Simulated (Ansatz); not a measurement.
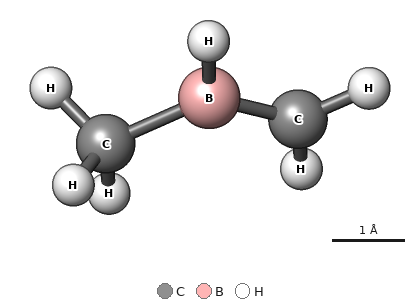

*The starting structure (ball-and-stick view, seen at a tilt).*

Bond lengths as drawn: B–C 1.47 to 1.63 Å, B–H 1.26 Å and C–H 1.11 to 1.12 Å.

Nudged elastic band, with input and output: C₂H₆B (charge −1) (part 1 of 2)

- system: C₂H₆B, charge −1
- method: RKS revPBE-D4/def2-SVP (Ansatz 0.2.0)

The run did not end well. It belongs to a series of runs on one base structure; here: band between the two ends.

### Input
```yaml
crystal:
  periodic: [false, false, false]
  atoms:
    - { symbol: C, position_ang: [-0.842705, 0.777787, -1.002146] }
    - { symbol: B, position_ang: [0.159776, 0.581856, 0.050935] }
    - { symbol: C, position_ang: [0.525834, -0.867561, 0.697815] }
    - { symbol: H, position_ang: [-1.436936, -0.054492, -1.445635] }
    - { symbol: H, position_ang: [-1.101101, 1.762121, -1.450713] }
    - { symbol: H, position_ang: [0.807045, 1.548622, 0.523084] }
    - { symbol: H, position_ang: [-0.068428, -1.702187, 0.253622] }
    - { symbol: H, position_ang: [1.604336, -1.140455, 0.569541] }
    - { symbol: H, position_ang: [0.352179, -0.905691, 1.803506] }
total_charge: -1
basis:
  gaussian: { orbitals: def2-SVP }
hamiltonian:
  xc: revpbe
  dispersion: d4
neb:
  order_check: false
  images: 9
  f_tol: 0.05
  max_iterations: 60
  optimiser: lbfgs
  climbing: true
  final_atoms:
    - { symbol: C, position_ang: [-0.84293119, 0.77801441, -1.0022962] }
    - { symbol: B, position_ang: [0.1591157, 0.58135082, 0.05101279] }
    - { symbol: C, position_ang: [0.52575516, -0.86793052, 0.69789493] }
    - { symbol: H, position_ang: [-1.10007106, 1.76300182, -1.4499723] }
    - { symbol: H, position_ang: [-1.43700853, -0.05367205, -1.44719011] }
    - { symbol: H, position_ang: [0.80611028, 1.54797303, 0.5234766] }
    - { symbol: H, position_ang: [-0.0686371, -1.70290744, 0.2543201] }
    - { symbol: H, position_ang: [1.60434611, -1.14030677, 0.56896511] }
    - { symbol: H, position_ang: [0.35332063, -0.9055233, 1.8037981] }
  initial_path:
    images:
      - { positions_ang: [[-0.842705, 0.777787, -1.002146], [0.159776, 0.581856, 0.050935], [0.525834, -0.867561, 0.697815], [-1.436936, -0.054492, -1.445635], [-1.101101, 1.762121, -1.450713], [0.807045, 1.548622, 0.523084], [-0.068428, -1.702187, 0.253622], [1.604336, -1.140455, 0.569541], [0.352179, -0.905691, 1.803506]] }
      - { positions_ang: [[-0.84369995, 0.77490931, -0.99370343], [0.1414753, 0.58480721, 0.06667738], [0.5378851, -0.86707291, 0.68587103], [-1.53760417, 0.11464924, -1.32945619], [-0.99188907, 1.58594183, -1.56281611], [0.75027652, 1.54706094, 0.56887118], [-0.02296696, -1.69937608, 0.21433362], [1.6189875, -1.10550315, 0.56966342], [0.34753573, -0.93541639, 1.78056809]] }
      - { positions_ang: [[-0.84469491, 0.77203163, -0.98526086], [0.12317459, 0.58775842, 0.08241977], [0.54993621, -0.86658482, 0.67392706], [-1.63827234, 0.28379047, -1.21327738], [-0.88267714, 1.40976266, -1.67491922], [0.69350804, 1.54549989, 0.61465837], [0.02249409, -1.69656516, 0.17504523], [1.633639, -1.0705513, 0.56978585], [0.34289246, -0.96514178, 1.75763019]] }
      - { positions_ang: [[-0.84568986, 0.76915394, -0.97681829], [0.10487389, 0.59070963, 0.09816215], [0.56198731, -0.86609673, 0.66198308], [-1.73894051, 0.45293171, -1.09709858], [-0.77346521, 1.23358349, -1.78702233], [0.63673956, 1.54393883, 0.66044555], [0.06795513, -1.69375424, 0.13575685], [1.6482905, -1.03559945, 0.56990827], [0.3382492, -0.99486717, 1.73469228]] }
      - { positions_ang: [[-0.84668481, 0.76627625, -0.96837572], [0.08657318, 0.59366084, 0.11390453], [0.57403841, -0.86560864, 0.65003911], [-1.83960869, 0.62207295, -0.98091977], [-0.66425327, 1.05740432, -1.89912544], [0.57997108, 1.54237777, 0.70623274], [0.11341618, -1.69094333, 0.09646847], [1.66294199, -1.0006476, 0.5700307], [0.33360593, -1.02459256, 1.71175438]] }
      - { positions_ang: [[-0.84767976, 0.76339857, -0.95993315], [0.06827248, 0.59661205, 0.12964692], [0.58608952, -0.86512055, 0.63809514], [-1.94027686, 0.79121418, -0.86474096], [-0.55504134, 0.88122515, -2.01122855], [0.5232026, 1.54081671, 0.75201992], [0.15887722, -1.68813241, 0.05718009], [1.67759349, -0.96569575, 0.57015312], [0.32896266, -1.05431795, 1.68881647]] }
      - { positions_ang: [[-0.84673005, 0.76632174, -0.96840576], [0.08644112, 0.59355981, 0.11392009], [0.57402265, -0.86568254, 0.6500551], [-1.7722357, 0.98557171, -0.98178723], [-0.73143478, 0.69424571, -1.89842086], [0.57978413, 1.54224798, 0.70631126], [0.11337436, -1.69108741, 0.09660809], [1.66294402, -1.00061796, 0.56991552], [0.33383425, -1.02455902, 1.7118128]] }
      - { positions_ang: [[-0.84578033, 0.7692449, -0.97687837], [0.10460976, 0.59050756, 0.09819326], [0.56195578, -0.86624454, 0.66201505], [-1.60419454, 1.17992924, -1.0988335], [-0.90782822, 0.50726627, -1.78561317], [0.63636567, 1.54367924, 0.66060259], [0.06787149, -1.69404242, 0.13603609], [1.64829454, -1.03554016, 0.56967792], [0.33870585, -0.99480009, 1.73480912]] }
      - { positions_ang: [[-0.84483062, 0.77216807, -0.98535098], [0.12277841, 0.58745531, 0.08246644], [0.54988891, -0.86680653, 0.67397501], [-1.43615338, 1.37428676, -1.21587977], [-1.08422166, 0.32028683, -1.67280549], [0.69294721, 1.54511051, 0.61489393], [0.02236863, -1.69699743, 0.17546409], [1.63364506, -1.07046236, 0.56944031], [0.34357744, -0.96504116, 1.75780545]] }
      - { positions_ang: [[-0.8438809, 0.77509124, -0.99382359], [0.14094705, 0.58440306, 0.06673961], [0.53782204, -0.86736852, 0.68593497], [-1.26811222, 1.56864429, -1.33292604], [-1.26061509, 0.13330739, -1.5599978], [0.74952874, 1.54654177, 0.56918526], [-0.02313424, -1.69995244, 0.2148921], [1.61899559, -1.10538457, 0.56920271], [0.34844904, -0.93528223, 1.78080177]] }
      - { positions_ang: [[-0.84293119, 0.77801441, -1.0022962], [0.1591157, 0.58135082, 0.05101279], [0.52575516, -0.86793052, 0.69789493], [-1.10007106, 1.76300182, -1.4499723], [-1.43700853, -0.05367205, -1.44719011], [0.80611028, 1.54797303, 0.5234766], [-0.0686371, -1.70290744, 0.2543201], [1.60434611, -1.14030677, 0.56896511], [0.35332063, -0.9055233, 1.8037981]] }
```

Hardware: 1 thread of AMD EPYC (Zen 5), 176 GiB of memory available, shared host.

Run as:
```bash
ansatz run input.yaml --threads 1 --pin off --max-ram 2048MiB --backend cpu --events-out ev --progress --plain --runs-dir out
```

### Output
```
Engine: ansatz 0.2.0, x86_64-unknown-linux-gnu
Functional definition: revPBE
  parameter kappa = 1.245
  parameter beta = 0.06672455060314922
  exchange = pbe_x(kappa = kappa, mu = beta*pi^2/3)
  correlation = pbe_c(beta = beta)
818 factors; their error is unknown
mean field evaluation 1: about -2839.4491 eV, gradient 4.4e1 eV
mean field evaluation 2: about -2827.4895 eV, gradient 7.3e1 eV
mean field evaluation 4: about -2844.8536 eV, gradient 5.8e0 eV
mean field evaluation 8: about -2844.9483 eV, gradient 8.0e-2 eV
mean field evaluation 16: about -2844.9219 eV, gradient 4.9e-5 eV
mean field -2844.92186638 eV, -104.5489502322 hartree, gradient 4.9e-5 eV, S^2 0.000000; 0 other end points of the search recorded, 0 dependent functions left out
the calculation of the forces begins
reference -2844.92190467 eV, -104.5489516393 hartree; 12, 12 occupied and 60, 60 virtual orbitals, 818 factors
818 factors; their error is unknown
mean field evaluation 32: about -2844.9219 eV, gradient 4.9e-5 eV
mean field -2844.92191692 eV, -104.5489520894 hartree, gradient 4.9e-5 eV, S^2 0.000000; 0 other end points of the search recorded, 0 dependent functions left out
[... from here on the field's lines of each further geometry are left out, up to the last ...]
NEB iter   1: max|band force component| = 1.631e1 eV/Å  barrier→ = 5.1686 eV  barrier← = 5.1686 eV  Δτ_max = 0.2000 Å  (345 SCF iters)
NEB iter   2: max|band force component| = 1.335e1 eV/Å  barrier→ = 3.2326 eV  barrier← = 3.2326 eV  Δτ_max = 0.0772 Å  (270 SCF iters)
NEB iter   3: max|band force component| = 5.009e0 eV/Å  barrier→ = 2.5499 eV  barrier← = 2.5499 eV  Δτ_max = 0.0542 Å  (268 SCF iters)
NEB iter   4: max|band force component| = 1.750e0 eV/Å  barrier→ = 2.5113 eV  barrier← = 2.5113 eV  Δτ_max = 0.0656 Å  (272 SCF iters)
NEB iter   5: max|band force component| = 2.022e0 eV/Å  barrier→ = 2.4595 eV  barrier← = 2.4595 eV  Δτ_max = 0.0386 Å  (268 SCF iters)
NEB iter   6: max|band force component| = 1.053e0 eV/Å  barrier→ = 2.4463 eV  barrier← = 2.4463 eV  Δτ_max = 0.0394 Å  (269 SCF iters)
NEB iter   7: max|band force component| = 1.383e0 eV/Å  barrier→ = 2.4253 eV  barrier← = 2.4253 eV  Δτ_max = 0.0262 Å  (268 SCF iters)
NEB iter   8: max|band force component| = 5.401e-1 eV/Å  barrier→ = 2.4203 eV  barrier← = 2.4203 eV  Δτ_max = 0.0134 Å  (252 SCF iters)
NEB iter   9: max|band force component| = 7.142e-1 eV/Å  barrier→ = 2.4138 eV  barrier← = 2.4138 eV  Δτ_max = 0.0127 Å  (252 SCF iters)
NEB iter  10: max|band force component| = 6.818e-1 eV/Å  barrier→ = 2.4105 eV  barrier← = 2.4105 eV  CI = image 5  Δτ_max = 0.0098 Å  (219 SCF iters)
NEB iter  11: max|band force component| = 4.533e-1 eV/Å  barrier→ = 2.4193 eV  barrier← = 2.4193 eV  CI = image 5  Δτ_max = 0.0608 Å  (232 SCF iters)
NEB iter  12: max|band force component| = 9.713e-1 eV/Å  barrier→ = 2.3538 eV  barrier← = 2.3538 eV  CI = image 5  Δτ_max = 0.0140 Å  (275 SCF iters)
NEB iter  13: max|band force component| = 8.500e-1 eV/Å  barrier→ = 2.3763 eV  barrier← = 2.3763 eV  CI = image 5  Δτ_max = 0.0541 Å  (228 SCF iters)
NEB iter  14: max|band force component| = 7.253e-1 eV/Å  barrier→ = 2.3957 eV  barrier← = 2.3957 eV  CI = image 5  Δτ_max = 0.0155 Å  (280 SCF iters)
NEB iter  15: max|band force component| = 2.977e-1 eV/Å  barrier→ = 2.4051 eV  barrier← = 2.4051 eV  CI = image 5  Δτ_max = 0.0157 Å  (234 SCF iters)
NEB iter  16: max|band force component| = 3.183e-1 eV/Å  barrier→ = 2.4025 eV  barrier← = 2.4025 eV  CI = image 5  Δτ_max = 0.0058 Å  (257 SCF iters)
NEB iter  17: max|band force component| = 1.940e-1 eV/Å  barrier→ = 2.4016 eV  barrier← = 2.4016 eV  CI = image 5  Δτ_max = 0.0077 Å  (211 SCF iters)
NEB iter  18: max|band force component| = 2.076e-1 eV/Å  barrier→ = 2.4020 eV  barrier← = 2.4020 eV  CI = image 5  Δτ_max = 0.0037 Å  (213 SCF iters)
NEB iter  19: max|band force component| = 1.080e-1 eV/Å  barrier→ = 2.4004 eV  barrier← = 2.4004 eV  CI = image 5  Δτ_max = 0.0052 Å  (207 SCF iters)
NEB iter  20: max|band force component| = 2.795e-1 eV/Å  barrier→ = 2.4007 eV  barrier← = 2.4007 eV  CI = image 5  Δτ_max = 0.0049 Å  (211 SCF iters)
NEB iter  21: max|band force component| = 8.975e-2 eV/Å  barrier→ = 2.3989 eV  barrier← = 2.3989 eV  CI = image 5  Δτ_max = 0.0038 Å  (205 SCF iters)
NEB iter  22: max|band force component| = 1.941e-1 eV/Å  barrier→ = 2.3990 eV  barrier← = 2.3990 eV  CI = image 5  Δτ_max = 0.0035 Å  (211 SCF iters)
NEB iter  23: max|band force component| = 7.777e-2 eV/Å  barrier→ = 2.3976 eV  barrier← = 2.3976 eV  CI = image 5  Δτ_max = 0.0040 Å  (204 SCF iters)
NEB iter  24: max|band force component| = 2.581e-1 eV/Å  barrier→ = 2.3978 eV  barrier← = 2.3978 eV  CI = image 5  Δτ_max = 0.0045 Å  (210 SCF iters)
NEB iter  25: max|band force component| = 7.378e-2 eV/Å  barrier→ = 2.3963 eV  barrier← = 2.3963 eV  CI = image 5  Δτ_max = 0.0035 Å  (205 SCF iters)
NEB iter  26: max|band force component| = 1.787e-1 eV/Å  barrier→ = 2.3962 eV  barrier← = 2.3962 eV  CI = image 5  Δτ_max = 0.0034 Å  (211 SCF iters)
NEB iter  27: max|band force component| = 7.411e-2 eV/Å  barrier→ = 2.3951 eV  barrier← = 2.3951 eV  CI = image 5  Δτ_max = 0.0034 Å  (200 SCF iters)
NEB iter  28: max|band force component| = 2.547e-1 eV/Å  barrier→ = 2.3950 eV  barrier← = 2.3950 eV  CI = image 5  Δτ_max = 0.0045 Å  (207 SCF iters)
NEB iter  29: max|band force component| = 8.046e-2 eV/Å  barrier→ = 2.3936 eV  barrier← = 2.3936 eV  CI = image 5  Δτ_max = 0.0039 Å  (205 SCF iters)
NEB iter  30: max|band force component| = 1.709e-1 eV/Å  barrier→ = 2.3934 eV  barrier← = 2.3934 eV  CI = image 5  Δτ_max = 0.0035 Å  (208 SCF iters)
NEB iter  31: max|band force component| = 8.804e-2 eV/Å  barrier→ = 2.3922 eV  barrier← = 2.3922 eV  CI = image 5  Δτ_max = 0.0045 Å  (199 SCF iters)
NEB iter  32: max|band force component| = 2.703e-1 eV/Å  barrier→ = 2.3919 eV  barrier← = 2.3919 eV  CI = image 5  Δτ_max = 0.0048 Å  (208 SCF iters)
NEB iter  33: max|band force component| = 1.233e-1 eV/Å  barrier→ = 2.3903 eV  barrier← = 2.3903 eV  CI = image 5  Δτ_max = 0.0050 Å  (204 SCF iters)
NEB iter  34: max|band force component| = 1.785e-1 eV/Å  barrier→ = 2.3897 eV  barrier← = 2.3897 eV  CI = image 5  Δτ_max = 0.0040 Å  (207 SCF iters)
NEB iter  35: max|band force component| = 1.329e-1 eV/Å  barrier→ = 2.3882 eV  barrier← = 2.3882 eV  CI = image 5  Δτ_max = 0.0067 Å  (198 SCF iters)
NEB iter  36: max|band force component| = 3.131e-1 eV/Å  barrier→ = 2.3873 eV  barrier← = 2.3873 eV  CI = image 5  Δτ_max = 0.0057 Å  (209 SCF iters)
NEB iter  37: max|band force component| = 1.832e-1 eV/Å  barrier→ = 2.3851 eV  barrier← = 2.3851 eV  CI = image 5  Δτ_max = 0.0066 Å  (206 SCF iters)
NEB iter  38: max|band force component| = 2.529e-1 eV/Å  barrier→ = 2.3838 eV  barrier← = 2.3838 eV  CI = image 5  Δτ_max = 0.0050 Å  (207 SCF iters)
NEB iter  39: max|band force component| = 1.975e-1 eV/Å  barrier→ = 2.3816 eV  barrier← = 2.3816 eV  CI = image 5  Δτ_max = 0.0100 Å  (201 SCF iters)
NEB iter  40: max|band force component| = 3.950e-1 eV/Å  barrier→ = 2.3796 eV  barrier← = 2.3796 eV  CI = image 5  Δτ_max = 0.0073 Å  (228 SCF iters)
NEB iter  41: max|band force component| = 2.640e-1 eV/Å  barrier→ = 2.3759 eV  barrier← = 2.3759 eV  CI = image 5  Δτ_max = 0.0090 Å  (206 SCF iters)
NEB iter  42: max|band force component| = 3.546e-1 eV/Å  barrier→ = 2.3734 eV  barrier← = 2.3734 eV  CI = image 5  Δτ_max = 0.0065 Å  (206 SCF iters)
NEB iter  43: max|band force component| = 2.799e-1 eV/Å  barrier→ = 2.3697 eV  barrier← = 2.3697 eV  CI = image 5  Δτ_max = 0.0149 Å  (201 SCF iters)
NEB iter  44: max|band force component| = 5.261e-1 eV/Å  barrier→ = 2.3654 eV  barrier← = 2.3654 eV  CI = image 5  Δτ_max = 0.0098 Å  (226 SCF iters)
NEB iter  45: max|band force component| = 3.633e-1 eV/Å  barrier→ = 2.3588 eV  barrier← = 2.3588 eV  CI = image 5  Δτ_max = 0.0116 Å  (205 SCF iters)
NEB iter  46: max|band force component| = 4.785e-1 eV/Å  barrier→ = 2.3542 eV  barrier← = 2.3542 eV  CI = image 5  Δτ_max = 0.0084 Å  (222 SCF iters)
NEB iter  47: max|band force component| = 3.719e-1 eV/Å  barrier→ = 2.3481 eV  barrier← = 2.3481 eV  CI = image 5  Δτ_max = 0.0218 Å  (201 SCF iters)
NEB iter  48: max|band force component| = 7.047e-1 eV/Å  barrier→ = 2.3400 eV  barrier← = 2.3400 eV  CI = image 5  Δτ_max = 0.0131 Å  (233 SCF iters)
NEB iter  49: max|band force component| = 4.589e-1 eV/Å  barrier→ = 2.3284 eV  barrier← = 2.3284 eV  CI = image 5  Δτ_max = 0.0139 Å  (206 SCF iters)
NEB iter  50: max|band force component| = 5.945e-1 eV/Å  barrier→ = 2.3210 eV  barrier← = 2.3210 eV  CI = image 5  Δτ_max = 0.0100 Å  (222 SCF iters)
NEB iter  51: max|band force component| = 4.449e-1 eV/Å  barrier→ = 2.3120 eV  barrier← = 2.3120 eV  CI = image 5  Δτ_max = 0.0299 Å  (205 SCF iters)
NEB iter  52: max|band force component| = 8.953e-1 eV/Å  barrier→ = 2.2992 eV  barrier← = 2.2992 eV  CI = image 5  Δτ_max = 0.0165 Å  (241 SCF iters)
NEB iter  53: max|band force component| = 4.945e-1 eV/Å  barrier→ = 2.2807 eV  barrier← = 2.2807 eV  CI = image 5  Δτ_max = 0.0146 Å  (224 SCF iters)
NEB iter  54: max|band force component| = 6.392e-1 eV/Å  barrier→ = 2.2715 eV  barrier← = 2.2715 eV  CI = image 5  Δτ_max = 0.0106 Å  (221 SCF iters)
NEB iter  55: max|band force component| = 4.492e-1 eV/Å  barrier→ = 2.2607 eV  barrier← = 2.2607 eV  CI = image 5  Δτ_max = 0.0366 Å  (220 SCF iters)
NEB iter  56: max|band force component| = 1.018e0 eV/Å  barrier→ = 2.2454 eV  barrier← = 2.2454 eV  CI = image 5  Δτ_max = 0.0187 Å  (238 SCF iters)
NEB iter  57: max|band force component| = 4.102e-1 eV/Å  barrier→ = 2.2211 eV  barrier← = 2.2211 eV  CI = image 5  Δτ_max = 0.0128 Å  (223 SCF iters)
NEB iter  58: max|band force component| = 5.613e-1 eV/Å  barrier→ = 2.2129 eV  barrier← = 2.2129 eV  CI = image 5  Δτ_max = 0.0094 Å  (223 SCF iters)
NEB iter  59: max|band force component| = 3.596e-1 eV/Å  barrier→ = 2.2031 eV  barrier← = 2.2031 eV  CI = image 5  Δτ_max = 0.0371 Å  (225 SCF iters)
the calculation of the forces begins
reference -2844.57281703 eV, -104.5361229051 hartree; 12, 12 occupied and 60, 60 virtual orbitals, 818 factors
these checks for a lower state are left out or cut short: starts, cluster_reference, orbital_swaps, neighbouring_geometries, increment
818 factors; their error is unknown
mean field -2844.85027212 eV, -104.5463191917 hartree, gradient 1.5e-5 eV, S^2 0.000000; 0 other end points of the search recorded, 0 dependent functions left out
the calculation of the forces begins
reference -2844.85031049 eV, -104.5463206015 hartree; 12, 12 occupied and 60, 60 virtual orbitals, 818 factors
NEB iter  60: max|band force component| = 1.015e0 eV/Å  barrier→ = 2.1907 eV  barrier← = 2.1907 eV  CI = image 5  Δτ_max = 0.0191 Å  (253 SCF iters)
```
